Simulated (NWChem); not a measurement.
# GaH3 (SMILES [GaH3]): CAM-QTP-01/pcseg-2

Aim: the energy difference between two shapes of GaH3 at CAM-QTP-01/pcseg-2, from 2 runs. 

Program for the calculation: NWChem 7.3.0.

3 further runs of the same task are left out: 2 that didn't finish, 1 set aside as unsound or not needed.

## Step 1: The system as given

The species is GaH3 (4 atoms), meant as a singlet with charge 0. As SMILES, `[GaH3]`. Geometry: relaxed at PBE0-D4/def2-TZVP.

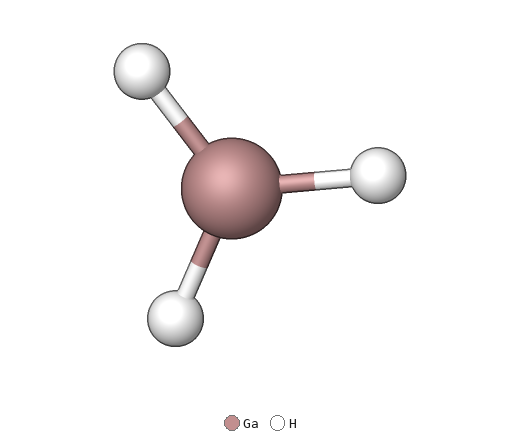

Viewed from a chosen angle; gallium pink, hydrogen white.

## Step 2: The energy at CAM-QTP-01/pcseg-2

The input, gah3.nw:

```
start gah3
title "GaH3 energy"
memory 2200 mb

geometry noautosym nocenter noautoz
  Ga       0.013400      -0.014900      -0.004600
  H        1.252400       0.343800       0.887700
  H       -0.552100      -1.477800      -0.009700
  H       -0.658400       1.088700      -0.893700
end

basis spherical bse
  * library pcseg-2
end

dft
  xc xcamb88 1.00 lyp 0.80 vwn_5 0.2 hfexch 1.00
  cam 0.31 cam_alpha 0.23 cam_beta 0.77
  mult 1
  grid fine
  direct
  iterations 200
  mulliken
end

task dft
```

Started as:

```bash
$ nwchem gah3.nw > gah3.out
```

Standard output:

```text
[...]
          Wavefunction type:  closed shell.
          No. of atoms     :     4
          No. of electrons :    34
[...]
          Charge           :     0
          Spin multiplicity:     1
[...]
          AO basis - number of functions:    85
[...]
              XC Information
              --------------
                     Hartree-Fock (Exact) Exchange  1.000
                   CAM-Becke88 Exchange Functional  1.000
                      VWN V Correlation Functional  0.200 local
              Lee-Yang-Parr Correlation Functional  0.800
[...]
 d= 0,ls=0.0,diis     1  -1926.6627631829 -1.96D+03  4.01D-03  2.85D-01     2.8
[...]
 d= 0,ls=0.0,diis     6  -1926.6820766802 -3.40D-07  2.74D-06  1.36D-08    14.4
         Total DFT energy =    -1926.682076680196
      One electron energy =    -2750.068754570817
           Coulomb energy =      867.608286102657
    Exchange-Corr. energy =      -76.184168938365
 Nuclear repulsion energy =       31.962560726330
[...]
      Total Density - Mulliken Population Analysis
     ---------------------------------------------
    Atom       Charge   Shell Charges
 -----------   ------   -------------------------------------------------------
    1 Ga  31    30.68   2.00  2.00  1.16  0.80  0.68  0.57  6.00  5.88  0.41  1.00  0.09  9.62  0.41  0.04  0.01
    2 H    1     1.11   0.37  0.53  0.19  0.00  0.01  0.00
    3 H    1     1.11   0.37  0.53  0.19  0.00  0.01  0.00
    4 H    1     1.11   0.37  0.53  0.19  0.00  0.01  0.00
[...]
```

Wall time 15 s (1 thread of AMD EPYC 9R45 (Zen 5), shared host); peak memory 0.17 GiB.

## Step 3: The distorted shape at the same level

The input, gah3.nw:

```
start gah3
title "GaH3"
memory total 2200 mb

geometry units angstroms noautosym nocenter noautoz
  Ga    -0.004247    -0.032678     0.034648
  H      1.246450     0.339691     0.876150
  H     -0.562460    -1.506820    -0.002986
  H     -0.661781     1.108882    -0.894982
end

basis spherical bse
  Ga library pcseg-2
  H library pcseg-2
end

dft
  xc xcamb88 1.00 lyp 0.80 vwn_5 0.2 hfexch 1.00
  cam 0.31 cam_alpha 0.23 cam_beta 0.77
  grid fine
  direct
  maxiter 200
  mulliken
end

task dft energy
```

Started as:

```bash
$ nwchem gah3.nw > gah3.out
```

Standard output:

```text
[...]
          Wavefunction type:  closed shell.
          No. of atoms     :     4
          No. of electrons :    34
[...]
          Charge           :     0
          Spin multiplicity:     1
[...]
          AO basis - number of functions:    85
[...]
              XC Information
              --------------
                     Hartree-Fock (Exact) Exchange  1.000
                   CAM-Becke88 Exchange Functional  1.000
                      VWN V Correlation Functional  0.200 local
              Lee-Yang-Parr Correlation Functional  0.800
[...]
 d= 0,ls=0.0,diis     1  -1926.6615388366 -1.96D+03  4.00D-03  2.85D-01     2.8
[...]
 d= 0,ls=0.0,diis     6  -1926.6810134984 -3.62D-07  2.78D-06  1.62D-08    14.5
         Total DFT energy =    -1926.681013498366
      One electron energy =    -2749.569475571069
           Coulomb energy =      867.342393181594
    Exchange-Corr. energy =      -76.177071691919
 Nuclear repulsion energy =       31.723140583028
[...]
      Total Density - Mulliken Population Analysis
     ---------------------------------------------
    Atom       Charge   Shell Charges
 -----------   ------   -------------------------------------------------------
    1 Ga  31    30.68   2.00  2.00  1.16  0.80  0.68  0.57  6.00  5.88  0.41  1.00  0.10  9.63  0.41  0.04  0.01
    2 H    1     1.10   0.38  0.53  0.19  0.00  0.01  0.00
    3 H    1     1.11   0.37  0.53  0.20  0.00  0.01  0.00
    4 H    1     1.11   0.37  0.53  0.21  0.00  0.01  0.00
[...]
```

It took 15 s on 1 thread of AMD EPYC 9R45 (Zen 5), shared host; peak memory 0.17 GiB.

## Step 4: What came out

Level: CAM-QTP-01/pcseg-2.

| quantity | value |
| --- | --- |
| first shape: total energy | -1926.68208 Eh |
| first shape: dipole moment | 0.00 D |
| first shape: HOMO energy | -11.26 eV |
| first shape: LUMO energy | -0.25 eV |
| first shape: HOMO–LUMO gap | 11.02 eV |
| distorted shape: total energy | -1926.68101 Eh |
| distorted shape: dipole moment | 0.19 D |
| distorted shape: HOMO energy | -11.14 eV |
| distorted shape: LUMO energy | -0.26 eV |
| distorted shape: HOMO–LUMO gap | 10.88 eV |
| energy change with the atoms displaced | 0.029 eV |

In words: With the atoms displaced the energy rises by 0.03 eV (0.7 kcal/mol). The first shape isn't relaxed at this level, so the change isn't measured from a minimum.
